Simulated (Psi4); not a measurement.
SiO: geometry relaxation (part 2 of 3)

The same run, continued: SiO; PBE/def2-SVP, RKS, dispersion D3(BJ) (Psi4 1.11). The geometry comes from this level: PBE0-D4/def2-TZVP.

Geometry of the input (Å):
```
O  -0.6407  0.2315  -0.3240
Si 0.6407  -0.2315  0.3240
```

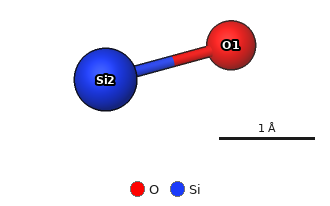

*The starting structure (ball-and-stick view, seen at a tilt; atoms are numbered from 1 in the order of the input).*

### The program's output, continued
```
       Center              X                  Y                   Z               Mass
    ------------   -----------------  -----------------  -----------------  -----------------
         O           -0.000000000000     0.000000000000    -0.978571323114    15.994914619570
         SI           0.000000000000    -0.000000000000     0.559466914387    27.976926534650

  Running in c2v symmetry.

  Rotational constants: A = ************  B =      0.70025  C =      0.70025 [cm^-1]
  Rotational constants: A = ************  B =  20993.05559  C =  20993.05559 [MHz]
  Nuclear repulsion =   38.534703591846601

  Charge       = 0
  Multiplicity = 1
  Electrons    = 22
  Nalpha       = 11
  Nbeta        = 11

  ==> Algorithm <==

  SCF Algorithm Type is DF.
  DIIS enabled.
  MOM disabled.
  Fractional occupation disabled.
  Guess Type is READ.
  Energy threshold   = 1.00e-08
  Density threshold  = 1.00e-08
  Integral threshold = 1.00e-12

   => Molecular Quadrature <=

    Radial Scheme          =       TREUTLER
    Pruning Scheme         =           NONE
    Nuclear Scheme         =       TREUTLER

    Blocking Scheme        =         OCTREE
    BS radius alpha        =              1
    Pruning alpha          =              1
    Radial Points          =             75
    Spherical Points       =            302
    Total Points           =          42703
    Total Blocks           =            396
    Max Points             =            256
    Max Functions          =             32
    Weights Tolerance      =       1.00E-15

   => Loading Basis Set <=

    Name: DEF2-SVP
    Role: ORBITAL
    Keyword: BASIS

  Reading orbitals from file scr/osi.default.7912.180.npy, no projection.

   => Auxiliary Basis Set <=

  Basis Set: (DEF2-SVP AUX)
    Blend: DEF2-UNIVERSAL-JKFIT
    Number of shells: 63
    Number of basis functions: 205
    Number of Cartesian functions: 248
    Spherical Harmonics?: true
    Max angular momentum: 4

  Cached 100.0% of DFT collocation blocks in 0.036 [GiB].

  Minimum eigenvalue in the overlap matrix is 2.8987049469E-02.
  Reciprocal condition number of the overlap matrix is 9.1748002184E-03.
    Using symmetric orthogonalization.

  ==> Pre-Iterations <==

  SCF Guess: Orbitals guess was supplied from a previous computation.

   -------------------------------------------------------
    Irrep   Nso     Nmo     Nalpha   Nbeta   Ndocc  Nsocc
   -------------------------------------------------------
     A1        16      16       7       7       7       0
     A2         2       2       0       0       0       0
     B1         7       7       2       2       2       0
     B2         7       7       2       2       2       0
   -------------------------------------------------------
    Total      32      32      11      11      11       0
   -------------------------------------------------------

  ==> Iterations <==

                           Total Energy        Delta E     RMS |[F,P]|

   @DF-RKS iter   0:  -364.32790230381698   -3.64328e+02   4.39746e-03
   @DF-RKS iter   1:  -364.34409889142387   -1.61966e-02   1.46661e-03 DIIS/ADIIS
   @DF-RKS iter   2:  -364.33654679154137    7.55210e-03   6.98915e-03 DIIS/ADIIS
   @DF-RKS iter   3:  -364.34447671881105   -7.92993e-03   3.75784e-04 DIIS/ADIIS
   @DF-RKS iter   4:  -364.34450239159946   -2.56728e-05   6.52029e-05 DIIS
   @DF-RKS iter   5:  -364.34450313289273   -7.41293e-07   4.41882e-06 DIIS
   @DF-RKS iter   6:  -364.34450313660369   -3.71097e-09   1.01258e-07 DIIS
   @DF-RKS iter   7:  -364.34450313660687   -3.18323e-12   1.77742e-08 DIIS
   @DF-RKS iter   8:  -364.34450313660705   -1.70530e-13   3.61523e-09 DIIS
  Energy and wave function converged.

  ==> Post-Iterations <==

   Electrons on quadrature grid:
      Ntotal   =   22.0000059630 ; deviation = 5.963e-06

    Final Occupation by Irrep:
             A1    A2    B1    B2
    DOCC [     7,    0,    2,    2 ]
    NA   [     7,    0,    2,    2 ]
    NB   [     7,    0,    2,    2 ]

  @DF-RKS Final Energy:  -364.34450313660705

   => Energetics <=

    Nuclear Repulsion Energy =             38.5347035918466005
    One-Electron Energy =                -581.3186448646887357
    Two-Electron Energy =                 207.6391251686955286
    DFT Exchange-Correlation Energy =     -29.1990314040629464
    Empirical Dispersion Energy =          -0.0006556283973817
    VV10 Nonlocal Energy =                  0.0000000000000000
    Total Energy =                       -364.3445031366070452

Computation Completed

Properties will be evaluated at   0.000000,   0.000000,   0.000000 [a0]

Properties computed using the SCF density matrix

 Multipole Moments:

 ------------------------------------------------------------------------------------
     Multipole            Electronic (a.u.)      Nuclear  (a.u.)        Total (a.u.)
 ------------------------------------------------------------------------------------

 L = 1.  Multiply by 2.5417464519 to convert [e a0] to [Debye]
 Dipole X            :          0.0000000            0.0000000            0.0000000
 Dipole Y            :          0.0000000            0.0000000            0.0000000
 Dipole Z            :          0.9343307            0.0074951            0.9418257
 Magnitude           :                                                    0.9418257

 ------------------------------------------------------------------------------------

	total time  =          1 seconds =       0.02 minutes

         ------------------------------------------------------------
                                   SCF GRAD
         ------------------------------------------------------------

  ==> Geometry <==

    Molecular point group: c2v
    Full point group: C_inf_v

    Geometry (in Angstrom), charge = 0, multiplicity = 1:

       Center              X                  Y                   Z               Mass
    ------------   -----------------  -----------------  -----------------  -----------------
         O            0.000000000000     0.000000000000    -0.978571323114    15.994914619570
         SI          -0.000000000000    -0.000000000000     0.559466914387    27.976926534650

  Nuclear repulsion =   38.534703591846601

   => Molecular Quadrature <=

    Radial Scheme          =       TREUTLER
    Pruning Scheme         =           NONE
    Nuclear Scheme         =       TREUTLER

    Blocking Scheme        =         OCTREE
    BS radius alpha        =              1
    Pruning alpha          =              1
    Radial Points          =             75
    Spherical Points       =            302
    Total Points           =          42703
    Total Blocks           =            396
    Max Points             =            256
    Max Functions          =             32
    Weights Tolerance      =       1.00E-15

  -Total Gradient:
     Atom            X                  Y                   Z
    ------   -----------------  -----------------  -----------------
       1        0.000000000000    -0.000000000000     0.007435503099
       2        0.000000000000     0.000000000000    -0.007403792023

	total time  =          0 seconds =       0.00 minutes

    			-----------------------------------------

    			 OPTKING 3.0: for geometry optimizations

    			        with contributions from

    			-----------------------------------------

	                            ===> Fragment 1 <==

	 Z (Atomic Numbers)          Masses                          Geom
	       8.000000            15.994915          0.00000000  0.00000000 -1.84923179
	      14.000000            27.976927         -0.00000000 -0.00000000  1.05723924

	 - Coordinate -           - BOHR/RAD -       - ANG/DEG -
	 R(1,2)           =         2.906471           1.538038

	        --- Internal Coordinate Step in ANG or DEG, aJ/ANG or AJ/DEG ---
	-------------------------------------------------------------------------------
	           Coordinate      Previous         Force          Change          New
	           ----------      --------        ------          ------        ------
	               R(1,2)       1.53804        0.06113        0.00647       1.54451
	-------------------------------------------------------------------------------

	                                 ==> Convergence Check <==

	Measures of convergence in internal coordinates in au.

	Criteria marked as inactive (o), active & met (*), and active & unmet ( ).

	----------------------------------------------------------------------------------------------
	   Step    Total Energy     Delta E     Max Force     RMS Force      Max Disp      RMS Disp
	----------------------------------------------------------------------------------------------
	  Convergence Criteria     1.00e-06 *    3.00e-04 *             o    1.20e-03 *             o
	----------------------------------------------------------------------------------------------
	     2    -364.34450314   -1.32e-03      7.42e-03      7.42e-03 o    1.22e-02      1.22e-02 o  ~
	----------------------------------------------------------------------------------------------

Next Geometry in Ang
	Fragment 1 (Ang)

	    O   0.0000000000   0.0000000000  -0.9818056095
	   Si  -0.0000000000  -0.0000000000   0.5627012008

    Structure for next step:
    Molecular point group: c2v
    Full point group: C_inf_v

    Geometry (in Angstrom), charge = 0, multiplicity = 1:

    O            0.000000000000    -0.000000000000    -0.982686929415
    SI          -0.000000000000     0.000000000000     0.561819880904

gradient() will perform analytic gradient computation.

  ==> Geometry <==

    Molecular point group: c2v
    Full point group: C_inf_v

    Geometry (in Angstrom), charge = 0, multiplicity = 1:

       Center              X                  Y                   Z               Mass
    ------------   -----------------  -----------------  -----------------  -----------------
         O           -0.000000000000    -0.000000000000    -0.982686929415    15.994914619570
         SI           0.000000000000     0.000000000000     0.561819880904    27.976926534650

  Running in c2v symmetry.

  Rotational constants: A = ************  B =      0.69440  C =      0.69440 [cm^-1]
  Rotational constants: A = ************  B =  20817.58113  C =  20817.58113 [MHz]
  Nuclear repulsion =   38.373315804802580

  Charge       = 0
  Multiplicity = 1
  Electrons    = 22
  Nalpha       = 11
  Nbeta        = 11

   => Molecular Quadrature <=

    Radial Scheme          =       TREUTLER
    Pruning Scheme         =           NONE
    Nuclear Scheme         =       TREUTLER

    Blocking Scheme        =         OCTREE
    BS radius alpha        =              1
    Pruning alpha          =              1
    Radial Points          =             75
    Spherical Points       =            302
    Total Points           =          42711
    Total Blocks           =            397
    Max Points             =            256
    Max Functions          =             32
    Weights Tolerance      =       1.00E-15

   => Auxiliary Basis Set <=

  Basis Set: (DEF2-SVP AUX)
    Blend: DEF2-UNIVERSAL-JKFIT
    Number of shells: 63
    Number of basis functions: 205
    Number of Cartesian functions: 248
    Spherical Harmonics?: true
    Max angular momentum: 4

  Cached 100.0% of DFT collocation blocks in 0.036 [GiB].

  Minimum eigenvalue in the overlap matrix is 2.9540943669E-02.
  Reciprocal condition number of the overlap matrix is 9.3658070392E-03.
    Using symmetric orthogonalization.

  ==> Iterations <==

                           Total Energy        Delta E     RMS |[F,P]|

   @DF-RKS iter   0:  -364.34089219547741   -3.64341e+02   9.44124e-04
   @DF-RKS iter   1:  -364.34453184816590   -3.63965e-03   3.31338e-04 DIIS/ADIIS
   @DF-RKS iter   2:  -364.34416804489655    3.63803e-04   1.53368e-03 DIIS/ADIIS
   @DF-RKS iter   3:  -364.34455201756953   -3.83973e-04   4.15027e-05 DIIS
   @DF-RKS iter   4:  -364.34455235629122   -3.38722e-07   1.06755e-05 DIIS
   @DF-RKS iter   5:  -364.34455237637280   -2.00816e-08   1.00732e-06 DIIS
   @DF-RKS iter   6:  -364.34455237656721   -1.94404e-10   5.34718e-08 DIIS
   @DF-RKS iter   7:  -364.34455237656766   -4.54747e-13   7.50680e-09 DIIS
  Energy and wave function converged.

  ==> Post-Iterations <==

   Electrons on quadrature grid:
      Ntotal   =   22.0000061706 ; deviation = 6.171e-06

    Final Occupation by Irrep:
             A1    A2    B1    B2
    DOCC [     7,    0,    2,    2 ]
    NA   [     7,    0,    2,    2 ]
    NB   [     7,    0,    2,    2 ]

  @DF-RKS Final Energy:  -364.34455237656766

   => Energetics <=

    Nuclear Repulsion Energy =             38.3733158048025800
    One-Electron Energy =                -580.9951117092906543
    Two-Electron Energy =                 207.4729923581260209
    DFT Exchange-Correlation Energy =     -29.1950932551499172
    Empirical Dispersion Energy =          -0.0006555750556797
    VV10 Nonlocal Energy =                  0.0000000000000000
    Total Energy =                       -364.3445523765676626

Computation Completed

Properties will be evaluated at   0.000000,   0.000000,   0.000000 [a0]

Properties computed using the SCF density matrix

 Multipole Moments:

 ------------------------------------------------------------------------------------
     Multipole            Electronic (a.u.)      Nuclear  (a.u.)        Total (a.u.)
 ------------------------------------------------------------------------------------

 L = 1.  Multiply by 2.5417464519 to convert [e a0] to [Debye]
 Dipole X            :          0.0000000            0.0000000            0.0000000
 Dipole Y            :          0.0000000           -0.0000000           -0.0000000
 Dipole Z            :          0.9404414            0.0075266            0.9479680
 Magnitude           :                                                    0.9479680
```
